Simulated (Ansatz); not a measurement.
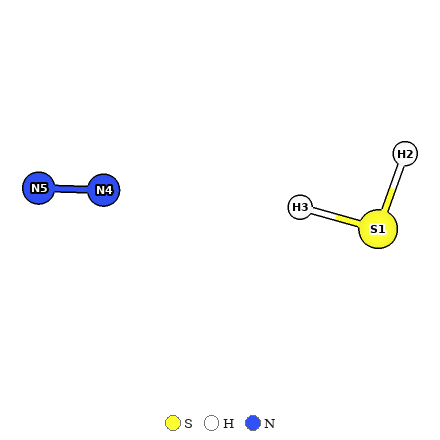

The system is the pair H₂S···N₂; the picture shows the reference structure. 
- First axis: separation of S1 and N4 along their line in the relaxed pair. Second axis: sideways slip of N4, N5.
- Nothing is relaxed (both partners rigid).
- The grid has 15 × 15 points.
- Points are written as (first, second).
- Energies are in meV, from the two partners far apart, frozen as in the relaxed pair, each in its own basis (no counterpoise correction).
- Method: Ansatz 0.2.0, RHF/def2-TZVPD.

Its coordinates:

```tsv
atom	x (Å)	y (Å)	z (Å)
S	0.7451	0.2298	-2.1174
H	-0.4315	-0.0175	-2.6806
H	0.2908	0.0907	-0.8777
N	-0.2429	-0.1229	2.3090
N	-0.3615	-0.1803	3.3668
```

Range: separation of S1 and N4 along their line in the relaxed pair from 3.821 to 6.421 Å; sideways slip of N4, N5 from −1.500 to 1.500 Å.

**What landscape does the calculation give?**

The lowest grid point is at (4.615 Å, 0.000 Å), −8.1 meV from the two partners far apart, frozen as in the relaxed pair, each in its own basis (no counterpoise correction). It is the only kind of minimum in the scanned range. The highest grid point, (3.821 Å, 0.214 Å), lies 27.2 meV above the lowest. Round the minimum the two coordinates are weakly coupled (coupling −0.13 in units of the two stiffnesses).

```tsv
second ↓, first →	3.821	3.886	3.992	4.122	4.271	4.436	4.615	4.806	5.009	5.222	5.444	5.676	5.916	6.165	6.421
1.500	4.6	2.2	−0.7	−2.9	−4.3	−4.9	−5.0	−4.8	−4.3	−3.8	−3.3	−2.9	−2.5	−2.1	−1.7
1.286	7.3	4.0	0.1	−2.9	−4.7	−5.5	−5.7	−5.4	−4.8	−4.3	−3.7	−3.1	−2.7	−2.2	−1.9
1.071	10.4	6.1	1.0	−2.8	−5.1	−6.1	−6.3	−6.0	−5.4	−4.7	−4.0	−3.4	−2.8	−2.4	−2.0
0.857	13.6	8.3	2.0	−2.6	−5.5	−6.7	−6.9	−6.5	−5.8	−5.0	−4.3	−3.6	−3.0	−2.5	−2.1
0.643	16.4	10.2	2.9	−2.5	−5.8	−7.2	−7.4	−7.0	−6.2	−5.3	−4.5	−3.8	−3.1	−2.6	−2.1
0.429	18.3	11.5	3.5	−2.5	−6.0	−7.6	−7.8	−7.3	−6.5	−5.6	−4.7	−3.9	−3.2	−2.6	−2.2
0.214	19.1	11.9	3.6	−2.6	−6.3	−7.8	−8.0	−7.5	−6.6	−5.7	−4.8	−3.9	−3.3	−2.7	−2.2
0.000	18.4	11.4	3.2	−2.9	−6.4	−7.9	−8.1	−7.5	−6.6	−5.7	−4.7	−3.9	−3.2	−2.7	−2.2
−0.214	16.5	9.9	2.3	−3.3	−6.6	−7.9	−8.0	−7.4	−6.5	−5.5	−4.6	−3.9	−3.2	−2.6	−2.1
−0.429	13.5	7.7	1.1	−3.8	−6.6	−7.7	−7.7	−7.1	−6.2	−5.3	−4.5	−3.7	−3.1	−2.5	−2.1
−0.643	9.9	5.2	−0.2	−4.2	−6.5	−7.3	−7.3	−6.7	−5.9	−5.0	−4.2	−3.5	−2.9	−2.4	−2.0
−0.857	6.4	2.8	−1.4	−4.5	−6.3	−6.9	−6.7	−6.2	−5.4	−4.6	−3.9	−3.3	−2.7	−2.3	−1.9
−1.071	3.3	0.7	−2.4	−4.7	−5.9	−6.3	−6.1	−5.6	−4.9	−4.2	−3.6	−3.0	−2.5	−2.1	−1.7
−1.286	0.9	−0.9	−3.0	−4.6	−5.4	−5.6	−5.4	−4.9	−4.3	−3.8	−3.2	−2.7	−2.3	−1.9	−1.6
−1.500	−0.7	−1.9	−3.3	−4.3	−4.8	−4.9	−4.7	−4.3	−3.8	−3.3	−2.8	−2.4	−2.1	−1.7	−1.5
```

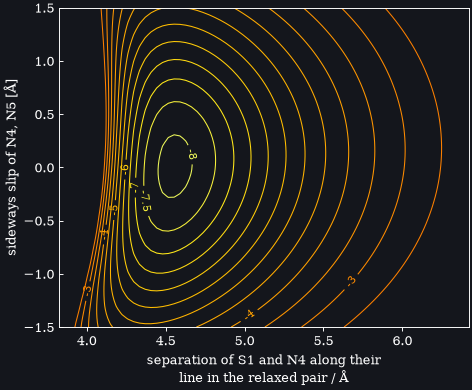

Drawn: contour lines labelled in meV (none above −2.5). Between grid points the surface is interpolated.

The whole map (225 points run) took 8.7 min on 1 thread of Arm Neoverse V2, with other jobs on the host.
